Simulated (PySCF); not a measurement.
**C$_{5}$H$_{5}$ClN$_{2}$Si: density, localisation and related maps**

| atom | x (Å) | y (Å) | z (Å) |
| --- | --- | --- | --- |
| C | -2.9859 | 1.4945 | 0.2333 |
| C | -2.3111 | 0.5102 | 0.0810 |
| Si | -1.2596 | -0.9914 | -0.1512 |
| N | 0.4157 | -0.4721 | 0.0280 |
| C | 1.2351 | -0.6296 | 1.1008 |
| N | 2.4074 | -0.0966 | 0.9354 |
| C | 2.3711 | 0.4491 | -0.3105 |
| Cl | 3.7085 | 1.2672 | -0.9671 |
| C | 1.1552 | 0.2317 | -0.8890 |
| H | -3.5762 | 2.3558 | 0.3672 |
| H | -1.3909 | -1.5165 | -1.5091 |
| H | -1.4660 | -1.9660 | 0.9167 |
| H | 0.9300 | -1.1481 | 1.9864 |
| H | 0.7660 | 0.5114 | -1.8443 |

Geometry: GFN2-xTB.

Computed with PBE0/pcSseg-1, SCF density, gas phase, non-relativistic (PySCF).

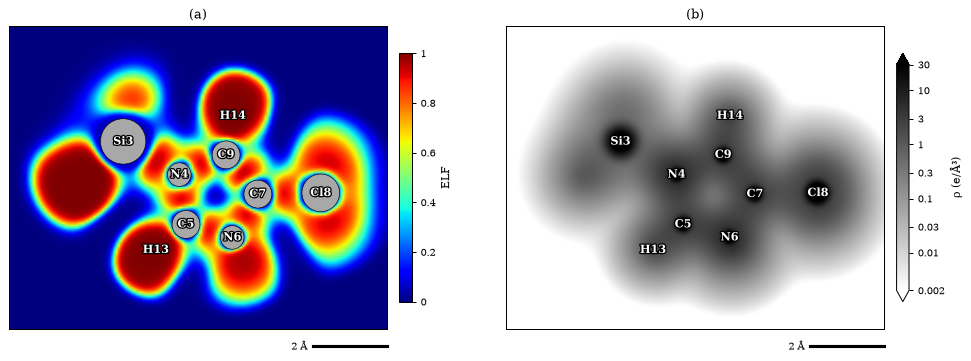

Figure 1. (a) ELF; (b) electron density on the plane of atoms Cl8, C7 and C9. Grey discs cover the atomic cores in the ELF map.

Question: Interpret the plot.

Answer: The section cuts through Si, N, C, Cl and H sites. C–N (1.30 Å): ρ at the midpoint is about 2.7 e/Å³; the ELF peaks at about 0.90 between the atoms: localised, covalent bonding. C–Cl (1.70 Å): ρ at the midpoint is about 1.5 e/Å³; the ELF peaks at about 0.90 between the atoms: localised, covalent bonding. Si–N (1.76 Å): ρ at the midpoint is about 1 e/Å³; the ELF peaks at about 0.95 between the atoms (a polar covalent bond). C–H (1.07 Å): the density is about 2.1 e/Å³ at the midpoint; the ELF climbs to about 1 towards the hydrogen, as it does in any bond to H (an ordinary covalent bond to hydrogen). C–N (1.36 Å): the density is about 2.3 e/Å³ at the midpoint; the ELF peaks at about 0.90 between the atoms (localised, covalent bonding). The ELF also peaks beside N6 and Cl8, away from the bonds: lone-pair regions.

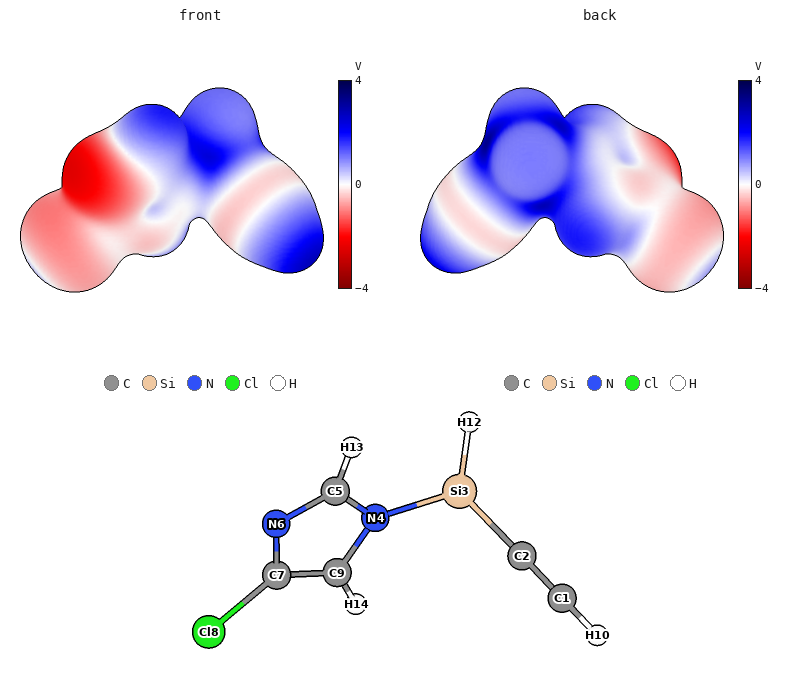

Figure 2. The molecular electrostatic potential painted on the density surface at 0.004 e/bohr³, seen from the front and from behind; the colour scale runs from red (negative) to blue (positive). The bare structure is drawn below in the same view.

Question: Describe the electrostatic potential map.

Answer: The most negative region (about −2.3 V) lies over N6, the most positive (about +2.9 V) over Si3. Cl8 shows a σ-hole: about +0.7 V at the tip opposite its bond, against about −0.7 V on its flanks. N6 is the likeliest acceptor of a hydrogen bond.

Question: How polar is the molecule by this calculation?

Answer: Its dipole moment is 5.15 D.
